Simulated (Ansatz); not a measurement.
## Electronic structure of F$_{4}$H$_{2}$OW···HCl in real space

Input file:

```
crystal:
  periodic: [false, false, false]
  atoms:
    - { symbol: W, position_ang: [-0.256664, 0.142164, 0.006269] }
    - { symbol: F, position_ang: [0.169921, -0.042039, 1.819511] }
    - { symbol: F, position_ang: [1.464836, 0.928789, 0.041079] }
    - { symbol: H, position_ang: [-0.673067, 1.715952, 0.525864] }
    - { symbol: F, position_ang: [-1.993941, 0.466075, -0.616352] }
    - { symbol: F, position_ang: [-0.957853, -1.57842, 0.316139] }
    - { symbol: O, position_ang: [0.207443, -0.021546, -1.813037] }
    - { symbol: H, position_ang: [1.145898, -0.035168, -2.096816] }
    - { symbol: Cl, position_ang: [2.319593, -2.201035, 0.863892] }
    - { symbol: H, position_ang: [1.734834, -1.473071, 1.824149] }
basis:
  gaussian: { orbitals: def2-SVP }
hamiltonian:
  xc: pbe
  dispersion: d4
relax:
  f_tol: 0.03
  max_steps: 50
output:
  orbitals: {}
```

Launched as:

```sh
ansatz run input.yaml --threads 4 --pin off --max-ram 5120MiB --backend cpu --events-out ev --progress --plain --runs-dir out
```

The fields are those of the run's last geometry, not of the input's.

Core potentials replace the inner electrons of W.

All numbers below come from RKS PBE-D4/def2-SVP (Ansatz 0.2.0).

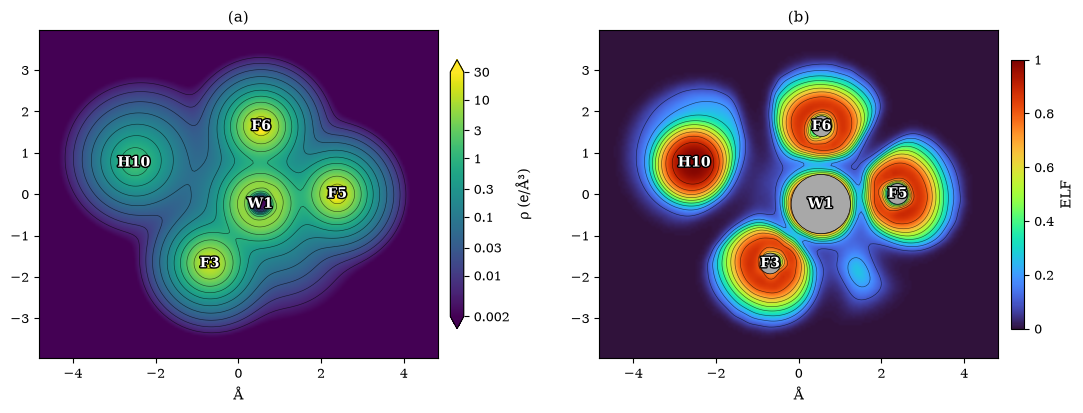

Figure 1. (a) electron density; (b) electron localisation function on the plane of atoms F5, W1 and F6. Grey discs cover the atomic cores in the ELF map.

> Interpret the plot.

- Atoms in the plane: W, F and H.
- W–F (1.87 Å): the density is about 1.1 e/Å³ at the midpoint; the ELF peaks at about 0.80 in the valence shell of F, 0.5 Å from its nucleus, and drops to about 0.25 between the two atoms.

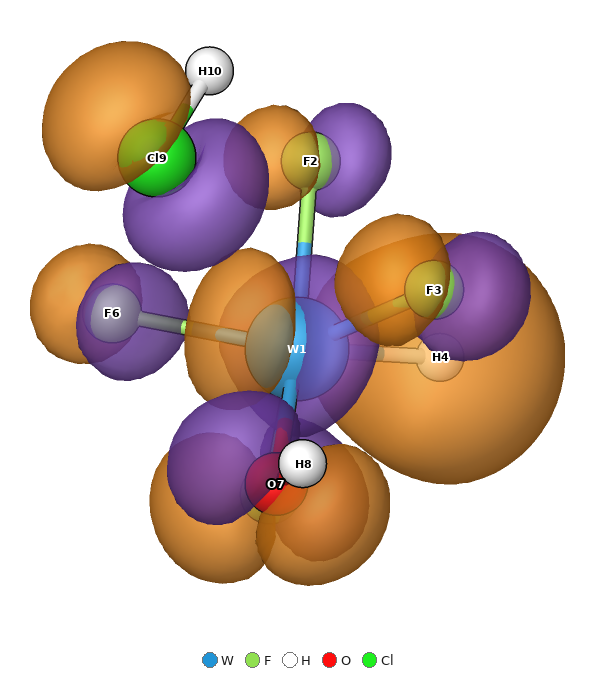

Figure 2. The HOMO at ±0.08 Å⁻³ᐟ² (orange and purple are the two phases), seen at an oblique angle.

> What is the character of this orbital?

It lies mainly on H4 (about 30 %), W1 (about 25 %), F5 (about 15 %), O7 (about 10 %), Cl9 (about 5 %) and F3 (about 5 %). Its energy is −7.94 eV.

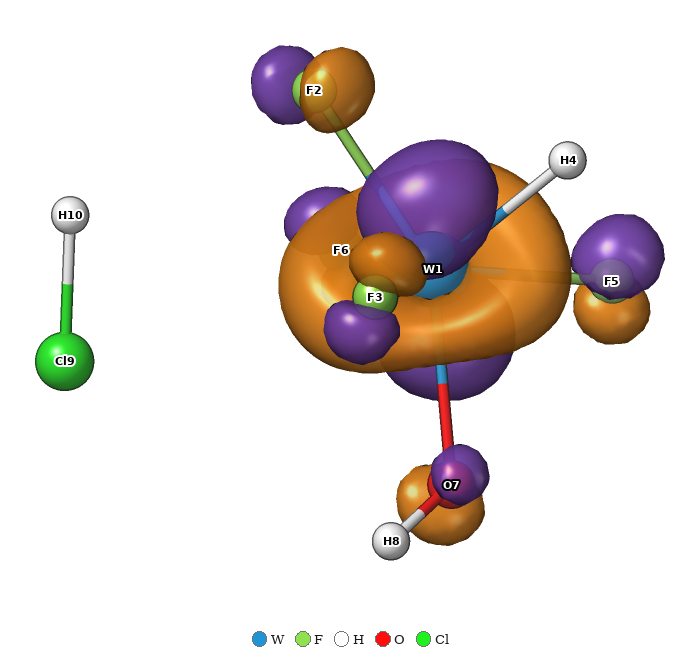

Figure 3. The LUMO at ±0.2 Å⁻³ᐟ² (orange and purple are the two phases), seen at a tilt.

> Where does this orbital lie, and at what energy?

It lies mainly on W1 (about 65 %), F5 (about 10 %) and F2 (about 5 %). Its energy is −4.47 eV.
